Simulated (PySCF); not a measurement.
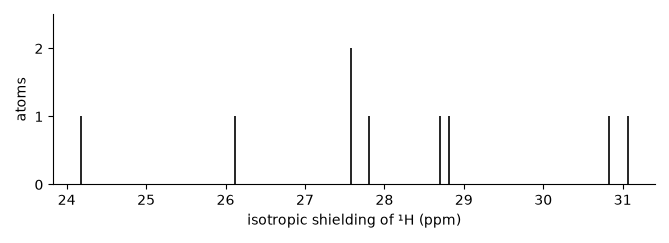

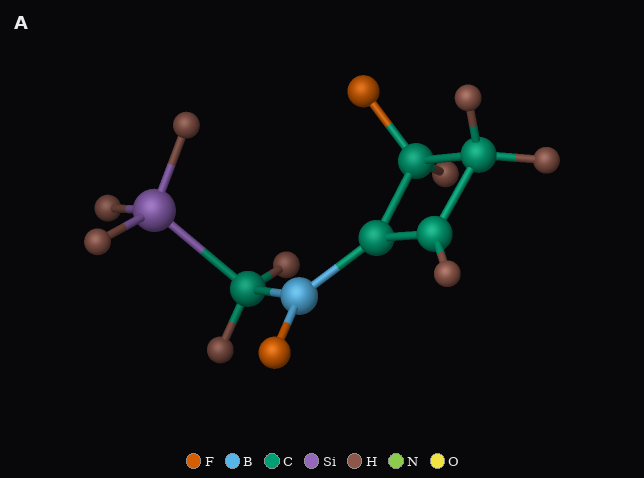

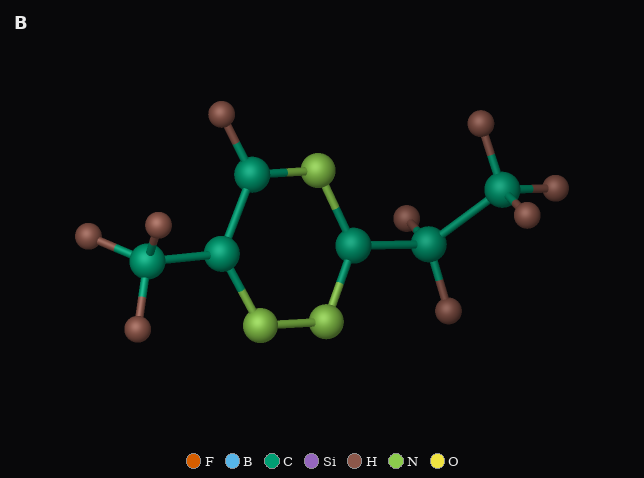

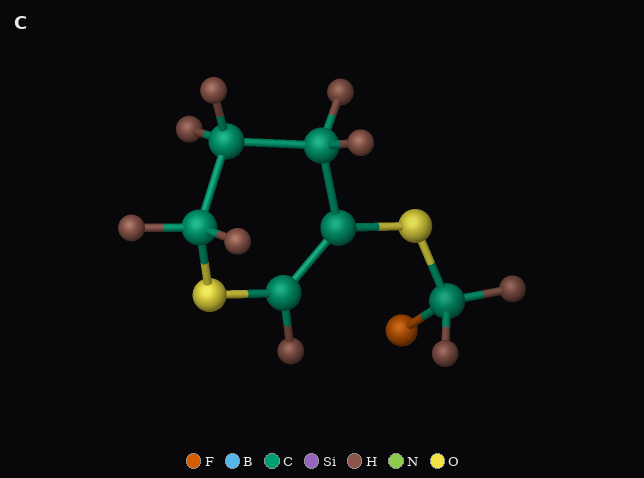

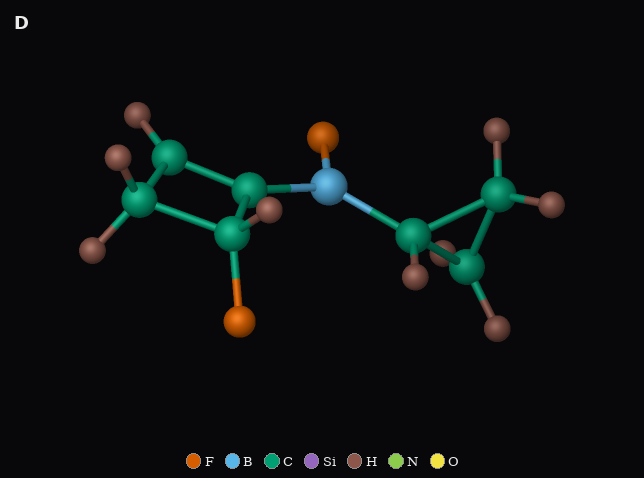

The sticks are computed shieldings of one of the molecules, for one fixed geometry (GFN2-xTB) without averaging over rotations. Low shielding means a high chemical shift. Method: GIAO PBE0/pcSseg-1 NMR shielding, non-relativistic, gas phase (PySCF 2.14.0).

Which molecule gives this pattern?

Answer. A, `FB(C[SiH3])C1=CC[C@@H]1F`. Its 9 H atoms give lines at 24.17, 26.12, 27.58 (2 atoms), 27.80, 28.70, 28.81, 30.83, 31.06 ppm.

The geometry is semi-empirical. Around B, Si such bond lengths and angles can be off by a tenth of an ångström or more and by several degrees, and values that hang on the shape move with them.
